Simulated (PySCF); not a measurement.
Core-level calculation of C2H3AlO2

- system: C2H3AlO2, SMILES C#[C][Al]([OH])[OH]
- method: delta-SCF UKS SCAN, pcX-2 on the ionised atom, pcseg-1 elsewhere, spin-free X2C (PySCF 2.14.0)

Figures and captions count atoms from 1; the log counts them from 0 in places.

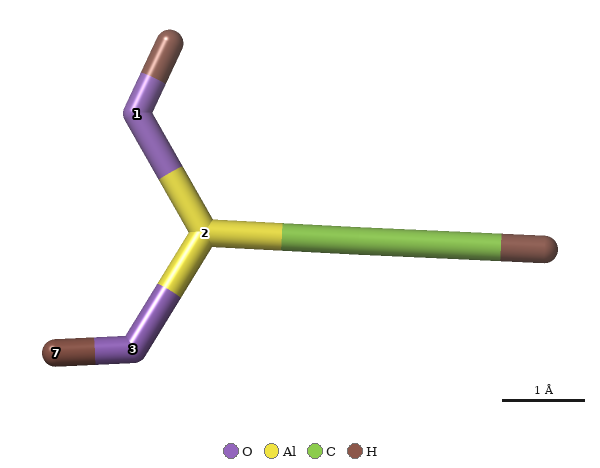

*The structure (stick view, seen on its broad side; atoms are numbered from 1 in the order of the input). Sticks mark near contacts.*

### Input file
```
{"job": {"kind": "xps", "holes": 5}, "charge": 0, "multiplicity": 1}
O      0.549720     1.980270     0.080821
Al     0.486694     0.327355    -0.299099
O      1.618374    -0.309321    -1.384117
C     -0.812486    -0.842254     0.446393
C     -1.656411    -1.584617     0.921284
H     -0.052338     2.438194     0.668731
H      2.311137     0.203455    -1.803058
H     -2.398333    -2.241214     1.341249
```

The first line tells a small driver script what to run in PySCF; the rest is the geometry in Å.

Run on 1 CPU thread, shared host.

Command:
```bash
OMP_NUM_THREADS=1 python <driver script> task.json out
```

### Log
```
ground state, core basis on atom 0 (O), 120 functions
  cycle   1  E = -471.09241485  |g| = 1.20e+00
  cycle   2  E = -470.25380107  |g| = 2.33e+00
  cycle   3  E = -471.34485036  |g| = 2.79e-01
  cycle   4  E = -471.36094854  |g| = 1.49e-01
  cycle   5  E = -471.36359734  |g| = 1.11e-01
  cycle   6  E = -471.36685098  |g| = 2.05e-02
  cycle   7  E = -471.36691457  |g| = 1.33e-02
  cycle   8  E = -471.36694899  |g| = 2.18e-03
  cycle   9  E = -471.36694956  |g| = 2.54e-04
  E(ground) = -471.40466807 Eh
hole in O 1s of atom 0
  cycle   1  E = -450.77748601  |g| = 2.22e+00
[... 10 cycles left out ...]
  E(ion) = -451.62725464 Eh   <S^2> = 0.7615   hole on atom = 1.000   binding energy = 538.171 eV
ground state, core basis on atom 1 (Al), 131 functions
[... 7 cycles left out ...]
  E(ground) = -471.42092082 Eh
hole in Al 2p of atom 1
[... 11 cycles left out ...]
  E(ion) = -468.43062942 Eh   <S^2> = 0.7536   hole on atom = 1.003   binding energy = 81.370 eV
  2p3/2 = 80.962 eV   2p1/2 = 81.490 eV
ground state, core basis on atom 2 (O), 120 functions
[... 6 cycles left out ...]
  E(ground) = -471.40492340 Eh
hole in O 1s of atom 2
[... 11 cycles left out ...]
  E(ion) = -451.62807549 Eh   <S^2> = 0.7614   hole on atom = 1.000   binding energy = 538.155 eV
ground state, core basis on atom 3 (C), 120 functions
[... 7 cycles left out ...]
  E(ground) = -471.38013955 Eh
hole in C 1s of atom 3
[... 13 cycles left out ...]
  E(ion) = -460.71478465 Eh   <S^2> = 0.8629   hole on atom = 1.000   binding energy = 290.219 eV
ground state, core basis on atom 4 (C), 120 functions
[... 6 cycles left out ...]
  E(ground) = -471.37840182 Eh
hole in C 1s of atom 4
[... 3 cycles left out ...]
  cycle   4  E = -460.40895370  |g| = 6.79e-01
  cycle   5  E = -460.56341528  |g| = 4.25e-01
  cycle   6  E = -460.64641053  |g| = 9.25e-02
  cycle   7  E = -460.65130885  |g| = 3.56e-02
  cycle   8  E = -460.65211828  |g| = 2.23e-02
  cycle   9  E = -460.65246650  |g| = 1.39e-02
  cycle  10  E = -460.65272143  |g| = 7.00e-03
  cycle  11  E = -460.65286627  |g| = 3.44e-03
  cycle  12  E = -460.65289311  |g| = 1.07e-03
  cycle  13  E = -460.65289393  |g| = 2.47e-04
  E(ion) = -460.69296140 Eh   <S^2> = 0.8701   hole on atom = 1.000   binding energy = 290.766 eV
```

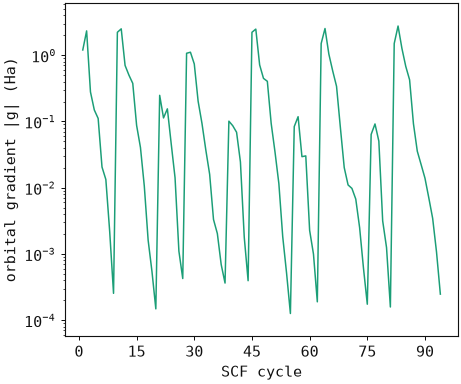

*Convergence of the self-consistent field: orbital gradient |g| against the SCF cycle.*

All cycles printed in the log are drawn one after another.

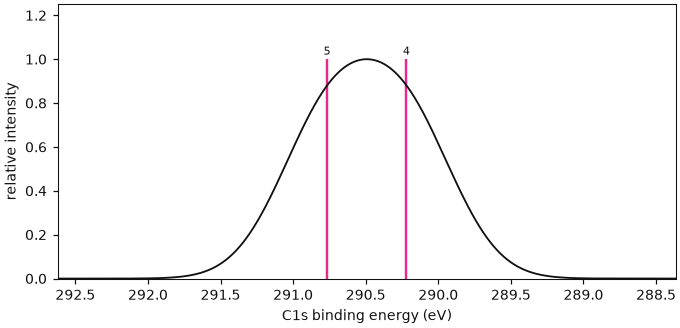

*C1s binding energies by ΔSCF of the atoms computed, labelled by atom number, with a Gaussian envelope of 0.8 eV full width.*

They run from 290.22 eV (atom 4) to 290.77 eV (atom 5).

### Summary

```tsv
quantity	value
outcome	converged
wall time	21 s
peak memory	0.48 GiB
```

### Notes

The core-hole state is spin-contaminated.
